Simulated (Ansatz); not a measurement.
The starting structures come from a database of crystals and need not be the phases stable at ambient conditions.

 Where the default PAW files enter, the runs use the earlier of Ansatz's two default sets.

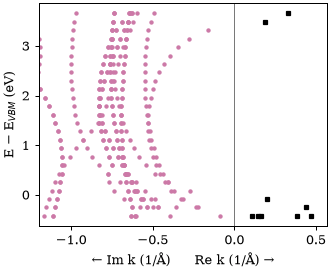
Figure. Complex bands at the centre of the two-dimensional zone; r2SCAN run with Ansatz (a first-principles code)

No gap correction and no spin-orbit coupling; mid-gap values are interpolated between computed energies.

Problem. This is LaVO4 (I4_1/amd, not sure to be the ambient phase, 12 atoms a cell, 15.2 Å³ an atom) along the normal of (110). Read off the slowest decay at the centre of the two-dimensional zone at 1.61 eV, the computed energy nearest the middle of the gap.

Solution. κ ≈ 0.53 1/Å, a decay length 1/(2κ) of the density of 0.95 Å.
